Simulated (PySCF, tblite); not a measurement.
# C₃H₁₀O₃Si₂: geometry, infrared bands and NMR shifts

Wanted: the infrared bands and NMR shifts of C₃H₁₀O₃Si₂ (`C[SiH2]O[Si@@H](C)C(=O)O`), by calculation.

The runs use tblite 0.8.0 and PySCF 2.14.0, with density-fitted response routines of our own; the level of theory stands in each step. All values are computed, except where a source is named. Atoms count from 0, in the outputs and in this text.

**1. Starting geometry**

18 atoms, charge 0, multiplicity 1; geometry from: force field or distance geometry start.

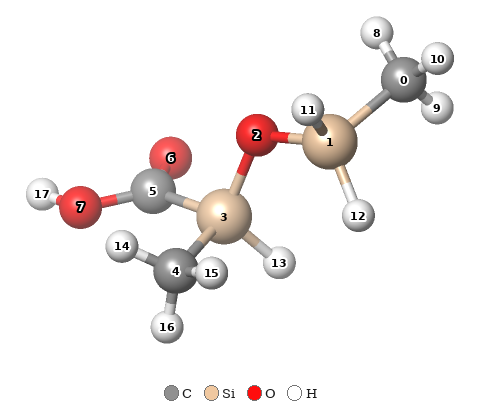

The starting geometry (carbon grey, silicon light orange, oxygen red, hydrogen white), atoms numbered.

**2. Optimising the geometry with GFN2-xTB**

The job: settings as JSON, then the geometry in Å.

```
{"job": {"kind": "relax", "xc": "GFN2-xTB", "basis": "xTB"}, "charge": 0, "multiplicity": 1}
C      3.304000     0.508200    -0.327800
Si     1.799000    -0.514200     0.126100
O      0.465200     0.486700     0.166800
Si    -0.872800    -0.020400    -0.776700
C     -1.734800    -1.507900    -0.011300
C     -2.088300     1.382400    -0.714700
O     -1.808500     2.496100    -1.242000
O     -3.299800     1.224000    -0.080700
H      3.131400     1.564500     0.028800
H      3.408600     0.581000    -1.415800
H      4.214300     0.101100     0.138800
H      2.045900    -0.962600     1.526400
H      1.688200    -1.661400    -0.763600
H     -0.548300    -0.315100    -2.173600
H     -2.336200    -1.170000     0.846500
H     -0.975700    -2.261400     0.238100
H     -2.441100    -1.905500    -0.784400
H     -3.959600     1.980900    -0.057400
```

Command:

```
$ OMP_NUM_THREADS=1 python probes_run.py task.json out
```

One launch serves the whole session: the jobs run in the order shown.

**Question.** This job is followed by: GFN2-xTB harmonic vibrations, gas phase; GIAO PBE0/pcSseg-1 NMR shielding, non-relativistic, gas phase. What will the session give for the following? strongest single infrared mode (GFN2-xTB); zero-point energy (GFN2-xTB); 13C shifts against TMS (PBE0/pcSseg-1); 1H shifts against TMS (PBE0/pcSseg-1, means over atoms taken as alike); 29Si shifts against TMS (PBE0/pcSseg-1); 17O shifts against H2O (PBE0/pcSseg-1).

As calculated:

```
                                                              quantity                                   value
                             strongest single infrared mode (GFN2-xTB)                   1068 cm⁻¹, 727 km/mol
                                          zero-point energy (GFN2-xTB)                           78.7 kcal/mol
                                13C shifts against TMS (PBE0/pcSseg-1)                    188.6, 0.0, -0.2 ppm
1H shifts against TMS (PBE0/pcSseg-1, means over atoms taken as alike)  6.67, 5.31, 5.22, 5.17, 0.55, 0.45 ppm
                               29Si shifts against TMS (PBE0/pcSseg-1)                        -16.0, -34.0 ppm
                                17O shifts against H2O (PBE0/pcSseg-1)                  499.0, 233.3, 34.0 ppm
```

In words: Over 164 steps the energy fell by 0.972 eV; of the close pairs, O2–Si3 changed most, 1.714 to 1.611 Å. All 48 modes are real, so the xTB geometry is a minimum. The strongest single mode, at 1068 cm⁻¹, moves mainly O2. Unscaled tight-binding wavenumbers are off by several per cent, some by more. Its intensities can rank the bands wrongly. At PBE0/pcSseg-1: The largest span, 742 ppm, is at O6, where the paramagnetic term is -568 ppm.
